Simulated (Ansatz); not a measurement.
# How fast states decay through K4LiI5

Aim: relax a made-up compound, K4LiI5, and see how good a tunnel barrier it would be. It is built by putting Li for Na, I for Cl in the K4NaCl5 structure of space group Immm, with the volume rescaled by atomic radii. The parent structure comes from the Materials Project.

Program: Ansatz 0.2.0. Level of theory: PBE DFT, plane waves, PAW files, in the first sound run; inputs show where later runs differ. Results are calculated unless marked as measured.

The structure was built from a prototype and need not be the compound's stable phase.

**1. Starting point**

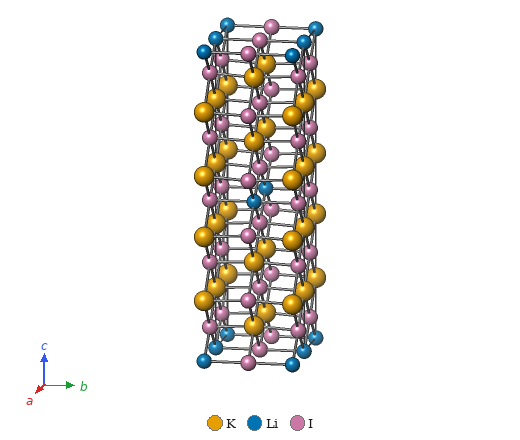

The starting structure, seen slightly off an axis (potassium orange, lithium blue, iodine pink). 2×1×1 cells are drawn. This picture shows the conventional cell, with its axes. Some periodic images of atoms are drawn too.

**2. Relaxing the new crystal**

The substituted atoms don't fit the parent's cell, so cell and atoms relax together. A small smearing keeps the run stable in case the gap closes on the way.

input.yaml reads:

```yaml
crystal:
  lattice:
    - [-2.2712531911, 3.2521860194, 11.4613234297]
    - [2.2712531911, -3.2521860194, 11.4613234297]
    - [2.2712531911, 3.2521860194, -11.4613234297]
  atoms:
    - { symbol: K, position: [0.59819631, 0.59819631, 0.0] }
    - { symbol: K, position: [0.19494496, 0.19494496, 0.0] }
    - { symbol: K, position: [0.80505504, 0.80505504, 0.0] }
    - { symbol: K, position: [0.40180369, 0.40180369, 0.0] }
    - { symbol: Li, position: [0.0, 0.0, 0.0] }
    - { symbol: I, position: [0.29843802, 0.79843802, 0.5] }
    - { symbol: I, position: [0.91110053, 0.41110053, 0.5] }
    - { symbol: I, position: [0.5, 0.0, 0.5] }
    - { symbol: I, position: [0.08889947, 0.58889947, 0.5] }
    - { symbol: I, position: [0.70156198, 0.20156198, 0.5] }
kpoints:
  mp_grid: { grid: [6, 6, 6] }
scf:
  occupations: { method: gaussian, width: 0.03 }
hamiltonian:
  xc: pbe
output:
  forces: true
  stress: true
relax:
  f_tol: 0.02
  max_steps: 60
  cell: {}
```

Run with:

```console
> ansatz run input.yaml --threads 2 --pin off --max-ram 4096MiB --backend cpu --events-out ev --progress --plain --runs-dir out
```

Numbers of over 12 decimals in the logs are rounded to 6 here.

Output:

```text
basis.fft_grid_basis auto: the FFT boxes are laid along the combinations [[1, 0, 1], [0, 1, 1], [0, 0, 1]] of the cell's own vectors, 6.504, 4.543 and 12.128 Å long. The dense box has 45×32×90 points. Along the cell's own vectors, as sized, it would have 90×90×90, 5.62 times as many. Of the 8 symmetry operations that the crystal satisfies within crystal.symmetry.tolerance (time reversal apart; of a slab, those that k [...]
Engine: ansatz 0.2.0, x86_64-unknown-linux-gnu
Pseudopotentials: kind: paw
Pseudopotential: K, paw, valence charge 9, recommended cutoff 420 eV (normal), K.paw.azcp
Pseudopotential: Li, paw, valence charge 3, recommended cutoff 420 eV (normal), Li.paw.azcp
Pseudopotential: I, paw, valence charge 17, recommended cutoff 420 eV (normal), I.paw.azcp
Functional definition: PBE
  parameter kappa = 0.804
  parameter beta = 0.066725
  exchange = pbe_x(kappa = kappa, mu = beta*pi^2/3)
  correlation = pbe_c(beta = beta)
Crystal: 10 atoms, lattice volume = 338.638 Å³
Basis set: ecut = 420 eV, 6655 PW (Γ), FFT grids on a1+a3, a2+a3, a3, exchange–correlation on 90×64×180 points (8 copies of the dense FFT grid, shifted against one another)
Bands: 75, of which v1, the nominal top of the filled ones, is band 62 counted from 1 (61 counted from 0)
Symmetry: 8 space group operations
Space group: Immm (ITA 71), of the structure as read, at distance tolerance 7.0e-5 Å
k-points: 46 of 216
Non-local potential: K, projectors of the file, l = 0: 3, l = 1: 2, l = 2: 2
Non-local potential: Li, projectors of the file, l = 0: 3, l = 1: 2, l = 2: 1
Non-local potential: I, projectors of the file, l = 0: 2, l = 1: 2, l = 2: 2, l = 3: 2
PAW form: soft (Blöchl's): semilocal exchange-correlation on the pseudo side does not see the compensation charge
PAW one-centre angular grid: K, 110 points (default); XC on 64 Gauss nodes
PAW one-centre angular grid: Li, 110 points (default); XC on 64 Gauss nodes
PAW one-centre angular grid: I, 590 points (default); XC on 64 Gauss nodes
Initial density: superposition of atomic densities (neutral atoms: chi_scale 0, normalization atom), corrected by the library's trained network
Initial wavefunctions: pseudopotential atomic-orbital guess
Functional: x = pbe(κ = 0.804, μ = 0.219515), c = pbe(β = 0.066725)
SCF iter   1: F=—  HF=-43933.398871 eV  |F-HF|=—  |Δ(HF+E_count)|=         —  Δρ=5.35e-4  dr2=4.12e-3  ethr=1.77e-3  ⟨swp⟩=11.5  Hψ=17715  notcnv=0  defer=29
preconditioner: auto → Resta (q_TF=auto, 2.308 Å⁻¹)  ε∞=2.5  [insulator: Δε(μ)=4.298 eV  Ē_g=12.980 eV  σ=0.030 eV  W_gap=1.00  n_scr=66 (ndim 8)  ℏωp=16.1 eV  f_vac=0.052  D(μ)=0.00/eV (n_scr^D=0)  ε∞_Penn≈2.5]
SCF iter   2: F=—  HF=-43933.392191 eV  |F-HF|=—  |Δ(HF+E_count)|=   6.68e-3  Δρ=3.73e-4  dr2=9.98e-4  ethr=3.32e-6  ⟨swp⟩=2.7  Hψ=7479  notcnv=0  defer=249
SCF iter   3: F=—  HF=-43933.391995 eV  |F-HF|=—  |Δ(HF+E_count)|=   1.96e-4  Δρ=1.48e-4  dr2=1.69e-4  ethr=8.05e-7  ⟨swp⟩=3.0  Hψ=5703  notcnv=0  defer=249
SCF iter   4: F=—  HF=-43933.392029 eV  |F-HF|=—  |Δ(HF+E_count)|=   3.42e-5  Δρ=4.93e-5  dr2=1.53e-5  ethr=1.37e-7  ⟨swp⟩=2.0  Hψ=4049  notcnv=0  defer=249
SCF iter   5: F=—  HF=-43933.391992 eV  |F-HF|=—  |Δ(HF+E_count)|=   3.70e-5  Δρ=1.48e-5  dr2=9.71e-7  ethr=1.24e-8  ⟨swp⟩=2.1  Hψ=4562  notcnv=0  defer=249
SCF iter   6: F=-43933.391992 eV  HF=-43933.391992 eV  |F-HF|=1.85e-8  |Δ(HF+E_count)|=   1.19e-7  Δρ=3.25e-6  dr2=4.31e-8  ethr=8.06e-11  ⟨swp⟩=3.9  Hψ=14476  notcnv=0
SCF 1 converged in 6 iterations: F = -43933.391992 eV  dr2 = 4.31e-8
  greatest PAW one-centre occupation: 1.000 electrons in one spin orbital (limit 2), on the Li atom at site 4 (counted from 0), in its partial waves of l = 0
relax step   1: F+E_penalty+E_count = -43933.39199219 eV  Δ(F+E_penalty+E_count) = +0.000e0 eV  max|allowed force component| = 3.582e-1 eV/Å  Δτ_max = 0.0000 Å  P = +4.697 GPa  Ω = 338.638 Å³  (6 SCF iters, dr2 threshold 1.00e-7 eV, accepted)
Crystal: 10 atoms, lattice volume = 388.373 Å³
Basis set: ecut = 420 eV, 7561 PW (Γ), FFT grids on a1+a3, a2+a3, a3, exchange–correlation on 90×64×180 points (8 copies of the dense FFT grid, shifted against one another)
Initial density: handed on by an earlier stage of this run
Initial wavefunctions: those handed on with the density
iter 1 solved again at ethr=1.51e-4 eV; its pass at ethr=3.10e-3 eV (dr2=1.87e-1 eV) is discarded
SCF iter   1: F=—  HF=-43934.387959 eV  |F-HF|=—  |Δ(HF+E_count)|=         —  Δρ=4.94e-3  dr2=1.90e-1  ethr=1.51e-4  ⟨swp⟩=4.3  Hψ=20901  notcnv=0  defer=2
preconditioner: auto → Resta (q_TF=auto, 2.256 Å⁻¹)  ε∞=2.4  [insulator: Δε(μ)=4.025 eV  Ē_g=12.741 eV  σ=0.030 eV  W_gap=1.00  n_scr=74 (ndim 8)  ℏωp=15.1 eV  f_vac=0.106  D(μ)=0.00/eV (n_scr^D=0)  ε∞_Penn≈2.4]
SCF iter   2: F=—  HF=-43934.320975 eV  |F-HF|=—  |Δ(HF+E_count)|=   6.70e-2  Δρ=2.09e-3  dr2=3.40e-2  ethr=1.51e-4  ⟨swp⟩=5.4  Hψ=6681  notcnv=0  defer=5
SCF iter   3: F=—  HF=-43934.307802 eV  |F-HF|=—  |Δ(HF+E_count)|=   1.32e-2  Δρ=6.43e-4  dr2=2.45e-3  ethr=2.74e-5  ⟨swp⟩=4.6  Hψ=6315  notcnv=0  defer=20
SCF iter   4: F=—  HF=-43934.307789 eV  |F-HF|=—  |Δ(HF+E_count)|=   1.35e-5  Δρ=2.34e-4  dr2=3.03e-4  ethr=1.98e-6  ⟨swp⟩=2.0  Hψ=6023  notcnv=0  defer=27
SCF iter   5: F=—  HF=-43934.307743 eV  |F-HF|=—  |Δ(HF+E_count)|=   4.52e-5  Δρ=5.42e-5  dr2=1.58e-5  ethr=2.44e-7  ⟨swp⟩=2.0  Hψ=6228  notcnv=0  defer=38
SCF iter   6: F=—  HF=-43934.307766 eV  |F-HF|=—  |Δ(HF+E_count)|=   2.25e-5  Δρ=1.75e-5  dr2=1.85e-6  ethr=1.27e-8  ⟨swp⟩=2.0  Hψ=6153  notcnv=0  defer=38
SCF iter   7: F=-43934.307769 eV  HF=-43934.307769 eV  |F-HF|=1.38e-7  |Δ(HF+E_count)|=   3.04e-6  Δρ=5.72e-6  dr2=1.70e-7  ethr=8.06e-10  ⟨swp⟩=5.0  Hψ=11190  notcnv=0
SCF 2 converged in 7 iterations: F = -43934.307769 eV  dr2 = 1.70e-7
relax step   2: F+E_penalty+E_count = -43934.30776912 eV  Δ(F+E_penalty+E_count) = -9.158e-1 eV  max|allowed force component| = 1.123e-1 eV/Å  Δτ_max = 0.0724 Å  P = +1.315 GPa  Ω = 388.373 Å³  energy of the carried Pulay correction = -2.896e-3 eV  (7 SCF iters, dr2 threshold 1.00e-6 eV, accepted)
Crystal: 10 atoms, lattice volume = 411.934 Å³
Basis set: ecut = 420 eV, 8023 PW (Γ), FFT grids on a1+a3, a2+a3, a3, exchange–correlation on 90×64×180 points (8 copies of the dense FFT grid, shifted against one another)
iter 1 solved again at ethr=3.62e-5 eV; its pass at ethr=3.10e-3 eV (dr2=4.49e-2 eV) is discarded
SCF iter   1: F=—  HF=-43934.455174 eV  |F-HF|=—  |Δ(HF+E_count)|=         —  Δρ=2.54e-3  dr2=4.83e-2  ethr=3.62e-5  ⟨swp⟩=4.9  Hψ=19457  notcnv=0  defer=3
preconditioner: auto → Resta (q_TF=auto, 2.234 Å⁻¹)  ε∞=2.3  [insulator: Δε(μ)=3.839 eV  Ē_g=12.677 eV  σ=0.030 eV  W_gap=1.00  n_scr=78 (ndim 8)  ℏωp=14.6 eV  f_vac=0.122  D(μ)=0.00/eV (n_scr^D=0)  ε∞_Penn≈2.3]
SCF iter   2: F=—  HF=-43934.438989 eV  |F-HF|=—  |Δ(HF+E_count)|=   1.62e-2  Δρ=1.05e-3  dr2=7.58e-3  ethr=3.62e-5  ⟨swp⟩=4.7  Hψ=6239  notcnv=0  defer=4
SCF iter   3: F=—  HF=-43934.436157 eV  |F-HF|=—  |Δ(HF+E_count)|=   2.83e-3  Δρ=3.16e-4  dr2=5.93e-4  ethr=6.11e-6  ⟨swp⟩=3.4  Hψ=5639  notcnv=0  defer=21
SCF iter   4: F=—  HF=-43934.435998 eV  |F-HF|=—  |Δ(HF+E_count)|=   1.58e-4  Δρ=1.17e-4  dr2=8.76e-5  ethr=4.78e-7  ⟨swp⟩=2.0  Hψ=6261  notcnv=0  defer=21
SCF iter   5: F=—  HF=-43934.435999 eV  |F-HF|=—  |Δ(HF+E_count)|=   4.87e-7  Δρ=3.07e-5  dr2=4.54e-6  ethr=7.06e-8  ⟨swp⟩=2.0  Hψ=6231  notcnv=0  defer=21
SCF iter   6: F=-43934.436006 eV  HF=-43934.436005 eV  |F-HF|=9.14e-7  |Δ(HF+E_count)|=   6.19e-6  Δρ=8.79e-6  dr2=4.40e-7  ethr=8.06e-10  ⟨swp⟩=4.9  Hψ=11236  notcnv=0
SCF 3 converged in 6 iterations: F = -43934.436006 eV  dr2 = 4.40e-7
relax step   3: F+E_penalty+E_count = -43934.43600591 eV  Δ(F+E_penalty+E_count) = -1.282e-1 eV  max|allowed force component| = 2.128e-2 eV/Å  Δτ_max = 0.0459 Å  P = +0.364 GPa  Ω = 411.934 Å³  energy of the carried Pulay correction = -4.135e-3 eV  (6 SCF iters, dr2 threshold 1.00e-6 eV, accepted)
[...]
relax step   4: F+E_penalty+E_count = -43934.44911090 eV  Δ(F+E_penalty+E_count) = -1.310e-2 eV  max|allowed force component| = 1.837e-2 eV/Å  Δτ_max = 0.0083 Å  P = +0.033 GPa  Ω = 422.262 Å³  energy of the carried Pulay correction = -4.654e-3 eV  (6 SCF iters, dr2 threshold 4.44e-7 eV, accepted)
[...]
relax step   5: F+E_penalty+E_count = -43934.44947517 eV  Δ(F+E_penalty+E_count) = -3.643e-4 eV  max|allowed force component| = 6.307e-3 eV/Å  Δτ_max = 0.0126 Å  P = -0.003 GPa  Ω = 423.516 Å³  energy of the carried Pulay correction = -4.716e-3 eV  (6 SCF iters, dr2 threshold 1.03e-8 eV, accepted)
[...]
relax step   6: F+E_penalty+E_count = -43934.45647855 eV  Δ(F+E_penalty+E_count) = -7.003e-3 eV  max|allowed force component| = 6.383e-3 eV/Å  Δτ_max = 0.0000 Å  P = +0.032 GPa  Ω = 423.516 Å³  stress off target by 5.29e-2 GPa  SCF on the basis re-selected at this cell (its energy is not comparable with the rows above)  (8 SCF iters)
[...]
relax step   7: F+E_penalty+E_count = -43934.45666000 eV  Δ(F+E_penalty+E_count) = -1.814e-4 eV  max|allowed force component| = 2.326e-3 eV/Å  Δτ_max = 0.0010 Å  P = +0.023 GPa  Ω = 423.811 Å³  energy of the carried Pulay correction = -1.476e-5 eV  (6 SCF iters, dr2 threshold 6.99e-9 eV, accepted)
iter 1 solved again at ethr=6.10e-7 eV; its pass at ethr=3.10e-3 eV (dr2=7.56e-4 eV) is discarded
SCF iter   1: F=—  HF=-43934.453716 eV  |F-HF|=—  |Δ(HF+E_count)|=         —  Δρ=9.98e-5  dr2=1.09e-6  ethr=6.10e-7  ⟨swp⟩=4.7  Hψ=25983  notcnv=0
eigensolver tolerance schedule: the retry pair's looser diagonalisation over-reported the residual by 694.16 of it (diagonalisation noise at 0.16 of the residual, at the tolerance the schedule requests for it); recorded, not acted on — ethr = c·dr2/N_el stays at c = 1.0e-1
preconditioner: auto → Resta (q_TF=auto, 2.223 Å⁻¹)  ε∞=2.3  [insulator: Δε(μ)=3.663 eV  Ē_g=12.653 eV  σ=0.030 eV  W_gap=1.00  n_scr=86 (ndim 8)  ℏωp=14.4 eV  f_vac=0.125  D(μ)=0.00/eV (n_scr^D=0)  ε∞_Penn≈2.3]
SCF iter   2: F=—  HF=-43934.455956 eV  |F-HF|=—  |Δ(HF+E_count)|=   2.24e-3  Δρ=5.02e-5  dr2=2.49e-7  ethr=8.77e-10  ⟨swp⟩=3.0  Hψ=6574  notcnv=0
SCF iter   3: F=—  HF=-43934.456633 eV  |F-HF|=—  |Δ(HF+E_count)|=   6.77e-4  Δρ=1.17e-5  dr2=1.71e-8  ethr=2.01e-10  ⟨swp⟩=2.0  Hψ=6302  notcnv=0
SCF iter   4: F=—  HF=-43934.456672 eV  |F-HF|=—  |Δ(HF+E_count)|=   3.87e-5  Δρ=5.71e-7  dr2=6.17e-10  ethr=1.38e-11  ⟨swp⟩=2.0  Hψ=6302  notcnv=0
SCF iter   5: F=—  HF=-43934.456672 eV  |F-HF|=—  |Δ(HF+E_count)|=   5.21e-8  Δρ=1.43e-7  dr2=1.21e-10  ethr=1.00e-12  ⟨swp⟩=5.0  Hψ=11433  notcnv=0
SCF iter   6: F=-43934.456672 eV  HF=-43934.456672 eV  |F-HF|=2.18e-11  |Δ(HF+E_count)|=  7.93e-10  Δρ=4.96e-8  dr2=2.34e-11  ethr=1.00e-12  ⟨swp⟩=5.0  Hψ=10462  notcnv=0
SCF 8 converged in 6 iterations: F = -43934.456672 eV  dr2 = 2.34e-11
relax step   8: F+E_penalty+E_count = -43934.45667218 eV  Δ(F+E_penalty+E_count) = -1.218e-5 eV  max|allowed force component| = 2.321e-3 eV/Å  Δτ_max = 0.0000 Å  P = +0.023 GPa  Ω = 423.811 Å³  stress off target by 2.86e-2 GPa  SCF on the basis re-selected at this cell (its energy is not comparable with the rows above)  (6 SCF iters)
basis re-selected at this cell: Δ(F+E_penalty+E_count) = -1.218e-5 eV, ΔP = -0.000 GPa vs the last step (what re-selecting the basis moved, of the pressure what is left beyond the Pulay correction that the steps carried, after the strain that the cell walked since its last selection, with what the two solves' SCF thresholds leave and, on support functions, any second-order correction that the steps lacked; it is no m [...]
SCF converged after 6 iterations
Free energy (F): -43934.456672 eV
Harris-Foulkes:  -43934.456672 eV  (|F-HF|=2.18e-11)
Internal energy: -43934.456672 eV  (E = F + TS)
E sigma→0 (E₀):  -43934.456672 eV
Fermi energy:    4.142740 eV
--- Per-component energies (eV) ---
  E_band       = -2600.710678
  E_kinetic    = 1980.426273
  E_local      = -13739.128872  (includes V_loc(G=0)·N_el)
  E_nonlocal   = -433.353573
  E_hartree    = 6563.211688
  E_xc         = -1191.679650
  E_vxc        = -1316.228303  (∫ρ·V_xc dr)
  E_paw        = -27234.023647  (= ΣΔE_a)
  E_vpaw       = -2218.849716  (= ΣTr[D̂ρ^β])
  E_aug_tail   = -0.000068  (compensation charges beyond the density's cutoff)
  E_ewald      = -9879.908823
  E_smearing   = -0.000000  (= −TS)
  E_closure    = -0.000000  (closes the sum)
  Σ components = -43934.456672   (vs F -43934.456672, Δ=0.00e0)
--- Forces (eV/Å), atoms counted from 1 ---
  atom   1  K      0.00000000     0.00000000    -0.00050511
  atom   2  K      0.00000000     0.00000000     0.00124604
  atom   3  K      0.00000000    -0.00000000    -0.00124604
  atom   4  K      0.00000000     0.00000000     0.00050511
  atom   5  Li     0.00000000     0.00000000     0.00000000
  atom   6  I      0.00000000    -0.00000000    -0.00057769
  atom   7  I      0.00000000    -0.00000000    -0.00232101
  atom   8  I      0.00000000     0.00000000     0.00000000
  atom   9  I      0.00000000     0.00000000     0.00232101
  atom  10  I      0.00000000     0.00000000     0.00057769
  max |Σ_I F_I| component: 1.08e-19 eV/Å
--- Stress (GPa, compression-positive) ---
        0.028604      -0.000000       0.000000
       -0.000000       0.023788       0.000000
        0.000000       0.000000       0.015983
  P = ⅓ Tr σ = 0.0228 GPa (0.228 kbar)
--- Relaxed structure (6 steps of the walk, 6 accepted, 2 SCFs on fresh bases) ---
  F+E_penalty+E_count = -43934.45667218 eV   max|allowed force component| = 2.321e-3 eV/Å   (the final SCF, on the basis selected at the relaxed cell)
  cell:  # Å, volume = 423.8107 Å³
    - [-2.411272, 3.532325, 12.439565]
    - [2.411272, -3.532325, 12.439565]
    - [2.411272, 3.532325, -12.439565]
  atoms:
    - { symbol: K, position: [0.598450, 0.598450, -2.32829763525399e-17] }
    - { symbol: K, position: [0.191989, 0.191989, -6.618573918398426e-18] }
    - { symbol: K, position: [0.808011, 0.808011, -3.216835246923177e-17] }
    - { symbol: K, position: [0.401550, 0.401550, -1.550395003509029e-17] }
    - { symbol: Li, position: [0, 0, 0] }
    - { symbol: I, position: [0.297147, 0.797147, 0.500000] }
    - { symbol: I, position: [0.916774, 0.416774, 0.5] }
    - { symbol: I, position: [0.500000, 0, 0.500000] }
    - { symbol: I, position: [0.083226, 0.583226, 0.5] }
    - { symbol: I, position: [0.702853, 0.202853, 0.500000] }
```

It took 70 s on 2 threads of AMD EPYC 9R45, shared host; peak memory 1.4 GiB.

Relaxation path:

| step | energy less that of the first step (eV) | largest force component (eV/Å) | pressure (GPa) | volume (Å³) |
| --- | --- | --- | --- | --- |
| 1 | 0.0000 | 0.3582 | 4.70 | 338.64 |
| 2 | -0.9158 | 0.1123 | 1.32 | 388.37 |
| 3 | -1.0440 | 0.0213 | 0.36 | 411.93 |
| 4 | -1.0571 | 0.0184 | 0.03 | 422.26 |
| 5 | -1.0575 | 0.0063 | 0.00 | 423.52 |
| 6* | -1.0645 | 0.0064 | 0.03 | 423.52 |
| 7 | -1.0647 | 0.0023 | 0.02 | 423.81 |
| 8* | -1.0647 | 0.0023 | 0.02 | 423.81 |

Relaxation steps marked * repeat the geometry before them on a plane-wave basis chosen anew for their cell, so energy and pressure can jump there.

Forces are held to the 8 operations that the run works with; a distortion that breaks them can't arise in this run.

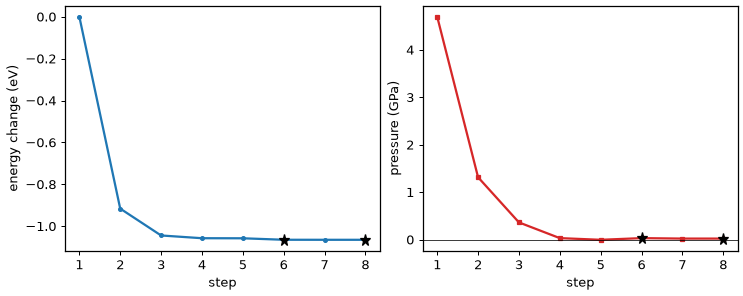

Energy and pressure along the relaxation. Stars mark steps on a basis chosen anew.

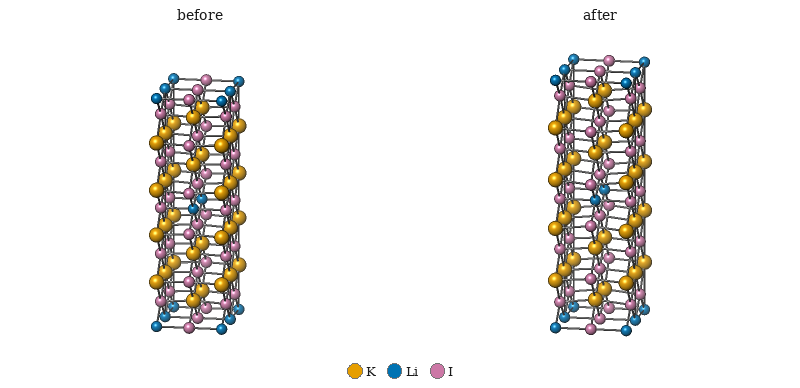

Before and after, at one scale.

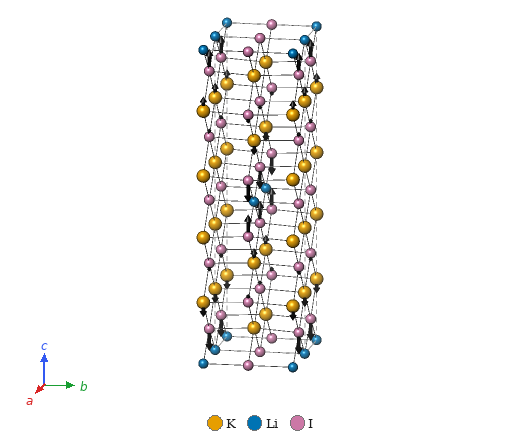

Displacements in the relaxation, exaggerated, measured against the changing cell; the longest in the cell stands for 0.14 Å. 2×1×1 conventional cells are drawn. Some periodic images of atoms are drawn too.

| conventional cell, symmetrised | before | after | change |
| --- | --- | --- | --- |
| a (Å) | 4.543 | 4.823 | +6.2 % |
| b (Å) | 6.504 | 7.065 | +8.6 % |
| c (Å) | 22.923 | 24.879 | +8.5 % |
| volume (Å³/atom) | 33.86 | 42.38 | +25.2 % |

The atoms that moved most (Å, as changes of fractional coordinates times the final cell):

| atom | dx | dy | dz | length |
| --- | --- | --- | --- | --- |
| I9 | 0.000 | 0.000 | -0.141 | 0.141 |
| I7 | 0.000 | 0.000 | 0.141 | 0.141 |
| K3 | 0.000 | 0.000 | 0.074 | 0.074 |
| K2 | 0.000 | 0.000 | -0.074 | 0.074 |
| I6 | 0.000 | 0.000 | -0.032 | 0.032 |
| I10 | 0.000 | 0.000 | 0.032 | 0.032 |
| K1 | 0.000 | 0.000 | 0.006 | 0.006 |
| K4 | 0.000 | 0.000 | -0.006 | 0.006 |

Final coordinates:

```cif
data_structure
_symmetry_space_group_name_H-M 'P 1'
_symmetry_Int_Tables_number 1
_cell_length_a 13.1543
_cell_length_b 13.1543
_cell_length_c 13.1543
_cell_angle_alpha 158.875
_cell_angle_beta 148.846
_cell_angle_gamma 37.947
_cell_volume 423.81
loop_
_atom_site_label
_atom_site_type_symbol
_atom_site_fract_x
_atom_site_fract_y
_atom_site_fract_z
_atom_site_occupancy
K1 K 0.59845 0.59845 0.00000 1
K2 K 0.19199 0.19199 0.00000 1
K3 K 0.80801 0.80801 0.00000 1
K4 K 0.40155 0.40155 0.00000 1
Li5 Li 0.00000 0.00000 0.00000 1
I6 I 0.29715 0.79715 0.50000 1
I7 I 0.91677 0.41677 0.50000 1
I8 I 0.50000 0.00000 0.50000 1
I9 I 0.08323 0.58323 0.50000 1
I10 I 0.70285 0.20285 0.50000 1
```

Numbers from this step:

| Quantity | Value |
| --- | --- |
| free energy | -43934.4567 eV |
| Fermi energy | 4.143 eV |
| pressure | 0.02279 GPa |

The largest force component on a free atom ends at 0.0023 eV/Å.

(Continued in part 2 of 3.)

[Logs are printed without paths, hosts, clocks, repeated set-up lines and the standing remarks that a program may print on its own settings, such as how far it seeks lower states.]

[Hosts, paths, dates, database ids (printed as entryN), source tags and the programs' standing remarks are cut or masked in the printed files.]
